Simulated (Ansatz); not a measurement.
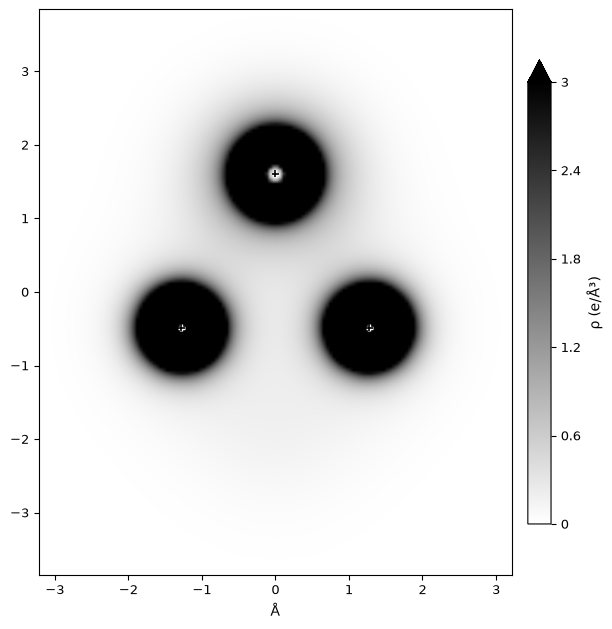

The electron density on a plane through atoms (crosses mark nuclei in the plane).

Theory: RKS PBE0-D4/def2-TZVP in Ansatz 0.2.0.

Candidates:
A. Cu2Te2
B. B2W2
C. F3GaH2S

Question: Which system is this?

Answer: Candidate A: Cu2Te2 on the plane of atoms Cu1, Cu2 and Te4, which holds Cu and Te. Cu–Te (2.45 Å): ρ at the midpoint is about 0.47 e/Å³. Cu–Cu (2.56 Å): the density is about 0.26 e/Å³ at the midpoint.
